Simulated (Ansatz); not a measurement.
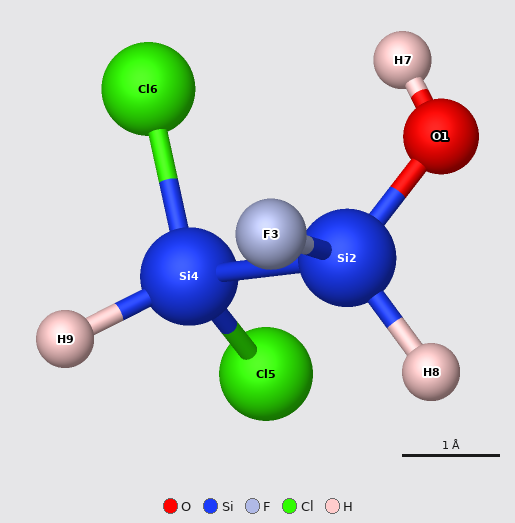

Figure 1. The structure (ball-and-stick view, seen at a tilt; atoms are numbered from 1 in the order of the input).

# Si$_{2}$H$_{3}$Cl$_{2}$OF: a changed input and its effect

System: Si$_{2}$H$_{3}$Cl$_{2}$OF, SMILES O[SiH](F)[SiH](Cl)Cl.
Method of run 1: RKS SPW92 (LDA)/def2-TZVPP (Ansatz 0.2.0).

The geometry comes from this level: PBE0-D4/def2-TZVP. Text and figures count atoms from 1; the logs count them from 0 in places.

The input, run 1:
```yaml
crystal:
  periodic: [false, false, false]
  atoms:
    - {symbol: O, position_ang: [1.839348, -0.673997, -0.452149]}
    - {symbol: Si, position_ang: [0.407935, -1.030778, 0.237934]}
    - {symbol: F, position_ang: [0.558642, -1.259323, 1.813010]}
    - {symbol: Si, position_ang: [-1.031081, 0.807003, -0.036405]}
    - {symbol: Cl, position_ang: [-1.858671, 0.742513, -1.910665]}
    - {symbol: Cl, position_ang: [0.183525, 2.466772, 0.113932]}
    - {symbol: H, position_ang: [2.178855, 0.219081, -0.357169]}
    - {symbol: H, position_ang: [-0.057408, -2.297484, -0.361246]}
    - {symbol: H, position_ang: [-2.132642, 0.979812, 0.935859]}
basis:
  gaussian: {orbitals: def2-TZVPP}
hamiltonian: {xc: lda}
output: {orbitals: {seedname: orbitals}}
```

Hardware: 4 CPU threads, shared host.

Output (run 1):
```
Functional definition: SPW92
  exchange = slater_x
  correlation = pw_c
1648 factors; their error is unknown
mean field evaluation 1: about -45439.4540 eV, gradient 6.9e1 eV
mean field evaluation 2: about -45394.9734 eV, gradient 1.6e2 eV
mean field evaluation 4: about -45446.5343 eV, gradient 1.6e1 eV
mean field evaluation 8: about -45446.9621 eV, gradient 1.5e-1 eV
mean field evaluation 16: about -45446.9129 eV, gradient 3.1e-4 eV
mean field -45446.91290715 eV, -1670.1432443138 hartree, gradient 3.5e-5 eV, S^2 0.000000; 0 other end points of the search recorded, 0 dependent functions left out
reference -45446.91294845 eV, -1670.1432458317 hartree; 41, 41 occupied and 231, 231 virtual orbitals, 1648 factors
Total energy: -45446.91294845 eV, -1670.1432458317 hartree
```

The input of run 2 differs as follows (lines with − go, lines with + come):
```diff
-hamiltonian: {xc: lda}
+hamiltonian: {xc: {name: CAM-B3LYP}, dispersion: d4}
```

How does run 2 compare with run 1?

The total energies belong to different models, so their difference says nothing on which is more stable or more accurate. The HOMO goes from −7.11 to −9.60 eV. The LUMO goes from −2.08 to 0.09 eV.

Output (run 2):
```
Functional definition: CAM-B3LYP
  parameter alpha = 0.19
  parameter beta = 0.46
  parameter omega = 0.33/bohr
  parameter ac = 0.81
  exchange = (1 - alpha - beta)*b88_x + beta*b88_x_sr(omega) + alpha*exact_x + beta*exact_x_lr(omega)
  correlation = (1 - ac)*vwn5_c + ac*lyp_c
1692 factors; their error is unknown
336 factors; integrals over basis functions are off by at most 1.1e-5 eV
mean field evaluation 1: about -45617.1966 eV, gradient 6.0e1 eV
mean field evaluation 2: about -45612.1632 eV, gradient 8.3e1 eV
mean field evaluation 4: about -45622.6831 eV, gradient 2.7e0 eV
mean field evaluation 8: about -45622.6926 eV, gradient 2.5e-2 eV
mean field evaluation 16: about -45622.7655 eV, gradient 3.6e-5 eV
mean field -45622.76553563 eV, -1676.6057092133 hartree, gradient 3.6e-5 eV, S^2 0.000000; 0 other end points of the search recorded, 0 dependent functions left out
reference -45622.76568013 eV, -1676.6057145235 hartree; 41, 41 occupied and 231, 231 virtual orbitals, 1692 factors
Total energy: -45623.03757996 eV, -1676.6157066580 hartree
```

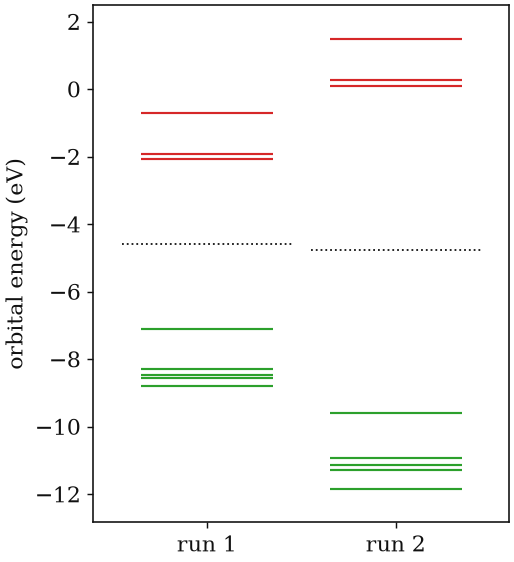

Figure 2. The five highest filled and three lowest empty orbital energies of the two runs; the dotted lines part filled from empty levels. The HOMO–LUMO gap is 5.03 eV in run 1 and 9.69 eV in run 2.

The two runs side by side:

| quantity | run 1 | run 2 |
| --- | --- | --- |
| outcome | converged | converged |
| total energy (hartree) | −1670.143246 | −1676.615707 |
| HOMO (eV) | −7.11 | −9.60 |
| LUMO (eV) | −2.08 | 0.09 |
| basis functions | 272 | 272 |
| wall time (shared host) | 2 s | 7 s |
